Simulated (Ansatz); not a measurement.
# SiO2 (P3_221): converging the G0W0 gap, part 2 of 2

Aim: see how the G0W0 gap of SiO2 (P3_221) on PBE moves with empty bands and screening cutoff, and what each rung costs.

Ansatz 0.2.0; G0W0 on PBE, plane waves, PAW; PAW set soft_1. Known limits of the many-body steps: not at the basis limit; coarse k mesh.

So far. Step 4 (620 empty bands, screening to 180 eV): Against the run with 6×6×4 mesh, 288 empty bands, screening to 108 eV, PAW set soft_1 files, the gap moves by +0.20 eV. Step 5 (Changing the k mesh: 3×3×2 mesh, 288 empty bands …): Against the run with 6×6×4 mesh, 288 empty bands, screening to 108 eV, PAW set soft_1 files, the gap moves by +0.016 eV.

## Step 6: Changing the frequency model: 6×6×4 mesh, 288 empty bands, screening to 108 eV, plasmon pole, PAW set soft_1 files

A plasmon pole stands in for the full frequency dependence of the screening; this run shows what that costs in accuracy.

The input, input.yaml:

```yaml
crystal:
  lattice:
    - [4.91636, 0.0, 0.0]
    - [-2.45818, 4.2576926541, 0.0]
    - [0.0, 0.0, 5.4084]
  atoms:
    - { symbol: Si, position: [0.46973, 0.0, 0.6666666667] }
    - { symbol: Si, position: [0.0, 0.46973, 0.3333333333] }
    - { symbol: Si, position: [0.53027, 0.53027, 0.0] }
    - { symbol: O, position: [0.41354, 0.26758, 0.78558] }
    - { symbol: O, position: [0.73242, 0.14596, 0.4522466667] }
    - { symbol: O, position: [0.85404, 0.58646, 0.1189133333] }
    - { symbol: O, position: [0.26758, 0.41354, 0.21442] }
    - { symbol: O, position: [0.14596, 0.73242, 0.5477533333] }
    - { symbol: O, position: [0.58646, 0.85404, 0.8810866667] }
kpoints:
  mp_grid: { grid: [6, 6, 4] }
hamiltonian:
  xc: pbe
  pseudopotentials: { kind: paw, azcp: { folder: soft_1 } }
scf:
  occupations: { method: fixed }
gw:
  n_empty_bands: 288
  ecut_chi: 108
  qp_bands: [v3, c3]
  qp_kpoints: band_edges
  screening: { model: godby_needs }
```

The run is started by

```sh
$ ansatz run input.yaml --threads 3 --pin off --max-ram 92160MiB --backend cuda --events-out ev --progress --plain --runs-dir out --devices 1 --max-vram 13GiB
```

Numbers of over 12 decimals in the logs are rounded to 6 here.

Output:

```text
GPUs: using 1 of 1 available (devices: 1).
[...]
GPU FFT provider: cuFFT
GPU libraries: cuBLAS 13.8.2, cuFFT 12.4.0, cuSOLVER 12.3.4
Crystal: 9 atoms, lattice volume = 113.211 Å³
Basis set: ecut = 420 eV, 2209 PW (Γ)
Bands: 33, of which v1, the nominal top of the filled ones, is band 24 counted from 1 (23 counted from 0)
Symmetry: 6 space group operations
[...]
k-points: 24 of 144 (time reversal used)
[...]
1    23      2.2799   -26.5713     4.3344   -20.5773  0.8157     0.6049     0.6203  root
[...]
22    24      2.3069   -26.5837     4.3146   -20.6233  0.8162     0.6461     0.6611  root
    22    25     11.4367    -9.8986    -3.9816   -15.7698  0.8538    13.3417    13.3262  root
    22    26     11.7413    -7.2968    -3.6167   -12.3425  0.8634    13.1789    13.1703  root
    22    27     12.1141    -8.5217    -3.6989   -13.8755  0.8571    13.7806    13.7690  root
[key lines of the parts left out:]
SCF converged after 8 iterations
Free energy (F): -5322.167110 eV
Fermi energy:    2.505009 eV
```

The job ended after 1.8 min (1 × NVIDIA H100 80GB HBM3 (shared by 6 runs) with 3 threads of AMD EPYC 7R13 (Zen 3), shared host; peak memory 2.9 GiB; 3.8 min of CPU time).

This step gave:

```
bands summed                                 : 312
plasmon-pole fit frequency                   : 24.18 eV
RPA ε∞ on this mesh (eigenvalues)            : 2.347, 2.347, 2.376
plane waves in the screening matrix          : 303
G0W0 gap on the mesh                         : 8.784 eV
k of the valence top                         : 0.3333, 0.3333, 0
k of the conduction bottom                   : 0, 0, 0
starting gap on the mesh                     : 5.993 eV
least direct G0W0 gap on the computed points : 9.170 eV
```

Against the run with 6×6×4 mesh, 288 empty bands, screening to 108 eV, PAW set soft_1 files, the gap moves by −0.02 eV.

## Step 7: Changing the files: 6×6×4 mesh, 288 empty bands, screening to 108 eV, hard PAW files

Other atomic data (hard PAW) test the pseudisation: the cutoff goes from 420 to 930 eV, with the same valence electrons.

This step: G0W0 on PBE, plane waves, PAW.

input.yaml: that of step 6 with these lines changed.

```diff
@@ -19,3 +19,3 @@
   xc: pbe
-  pseudopotentials: { kind: paw, azcp: { folder: soft_1 } }
+  pseudopotentials: { kind: paw, source: ansatz }
 scf:
@@ -27,2 +27,2 @@
   qp_kpoints: band_edges
-  screening: { model: godby_needs }
+  screening: { model: contour_deformation }
```

Output:

```text
GPUs: using 1 of 1 available (devices: 1).
[...]
GPU FFT provider: cuFFT
GPU libraries: cuBLAS 13.8.2, cuFFT 12.4.0, cuSOLVER 12.3.4
Crystal: 9 atoms, lattice volume = 113.211 Å³
Basis set: ecut = 930 eV, 7287 PW (Γ)
Bands: 33, of which v1, the nominal top of the filled ones, is band 24 counted from 1 (23 counted from 0)
Symmetry: 6 space group operations
[...]
k-points: 24 of 144 (time reversal used)
[...]
1    23      2.2987   -26.5662     4.2901   -20.5694  0.8086     0.5683     0.5920  root
[...]
22    24      2.3254   -26.5764     4.2689   -20.6148  0.8092     0.6096     0.6327  root
    22    25     11.4499    -9.8743    -4.0307   -15.7617  0.8486    13.3283    13.3065  root
    22    26     11.7612    -7.2640    -3.6527   -12.3205  0.8580    13.1769    13.1650  root
    22    27     12.1276    -8.4783    -3.7474   -13.8536  0.8513    13.7723    13.7555  root
[key lines of the parts left out:]
SCF converged after 7 iterations
Free energy (F): -5321.878929 eV
Fermi energy:    2.523742 eV
```

Elapsed: 2.7 min, on 1 × NVIDIA H100 80GB HBM3 (shared by 6 runs) with 3 threads; peak memory 2.4 GiB.

Numbers from this step:

```yaml
bands_summed: 312
rpa_eps_infinity_on_this_mesh_eigenvalues: 2.344, 2.344, 2.373
plane_waves_in_the_screening_matrix: 303
g0w0_gap_on_the_mesh: 8.828 eV
k_of_the_valence_top: 0.3333, 0.3333, 0
k_of_the_conduction_bottom: 0, 0, 0
starting_gap_on_the_mesh: 5.995 eV
least_direct_g0w0_gap_on_the_computed_points: 9.206 eV
```

Against the run with 6×6×4 mesh, 288 empty bands, screening to 108 eV, PAW set soft_1 files, the gap moves by +0.02 eV.

## Step 8: The runs together

Times are wall times on 1 × NVIDIA H100 80GB HBM3 (shared by 6 runs) with 3 threads of AMD EPYC 7R13 (Zen 3), shared host, good to a factor of about two.

```
 mesh           files            frequency  bands summed  cutoff (eV)  start (eV)  G0W0 (eV)     time  host memory (GiB)
6×6×4  PAW set soft_1  contour deformation           126           54       5.993      8.673     25 s                1.2
6×6×4  PAW set soft_1  contour deformation           312          108       5.993      8.806     53 s                1.7
6×6×4  PAW set soft_1  contour deformation           644          180       5.993      9.002  1.8 min                3.3
3×3×2  PAW set soft_1  contour deformation           312          108       5.993      8.822     15 s                1.2
6×6×4  PAW set soft_1         plasmon pole           312          108       5.993      8.784  1.8 min                2.9
6×6×4        hard PAW  contour deformation           312          108       5.995      8.828  2.7 min                2.4
```

The parts of the quasiparticle energy at the two band edges (eV; QP = start + Σx + Σc − Vxc):

```
      run               edge  start      Σx     Σc     Vxc     Z    QP
126 bands        valence top   2.50  -26.84   4.49  -20.92  0.82  1.08
126 bands  conduction bottom   8.50   -7.84  -3.32  -12.42  0.87  9.75
312 bands        valence top   2.50  -26.84   4.28  -20.92  0.81  0.87
312 bands  conduction bottom   8.50   -7.84  -3.40  -12.42  0.87  9.67
644 bands        valence top   2.50  -26.84   4.02  -20.92  0.81  0.61
644 bands  conduction bottom   8.50   -7.84  -3.46  -12.42  0.87  9.61
```

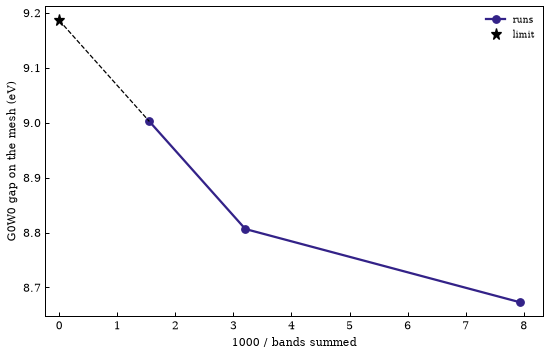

The gap against one over the number of bands; the dashed line carries the two highest rungs to the limit.

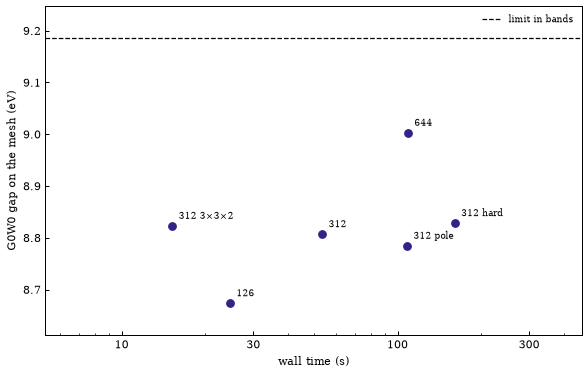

Result against wall time.

## Step 9: Results

```json
{"126 bands, 54 eV": "8.673 eV", "312 bands, 108 eV": "8.806 eV", "644 bands, 180 eV": "9.002 eV", "estimated limit in bands and cutoff": "9.19 eV", "mesh and start": "6×6×4, PBE"}
```

In words: A line in one over the bands through the two highest rungs gives 9.19 eV, +0.18 eV from the top rung; the pair below gives 8.90 eV, so the estimate is still climbing. The rungs stand 0.51 eV (126 bands), 0.38 eV (312 bands) and 0.18 eV (644 bands) from it. From 126 to 644 bands the gap moves by +0.33 eV while the time grows 4.4-fold. Σc changes by −0.47 eV at the valence top and −0.14 eV at the conduction bottom, so the valence edge carries most of the change. On the 3×3×2 mesh in place of 6×6×4 the gap differs by +0.02 eV, of which +0.00 eV is already in the start. The plasmon-pole model gives −0.02 eV against contour deformation, 1 % of the correction, and saved no time in this program. Hard PAW files move the gap by +0.02 eV at equal bands and cutoff, +0.002 eV of it in the start.

[Paths, hosts, dates, memory and timing lines, banners, echoed tables and standing remarks are left out of the program output.]

[Logs are printed without paths, hosts, clocks, repeated set-up lines and the standing remarks that a program may print on its own settings, such as how far it seeks lower states.]

[Runs of the session that timed out or met a known fault of the program may be left out.]

[Cells called generated may have been cut or substituted from an entry of the Crystallography Open Database or the Materials Project.]

[Hosts, paths, dates, database ids (printed as entryN), source tags and the programs' standing remarks are cut or masked in the printed files.]
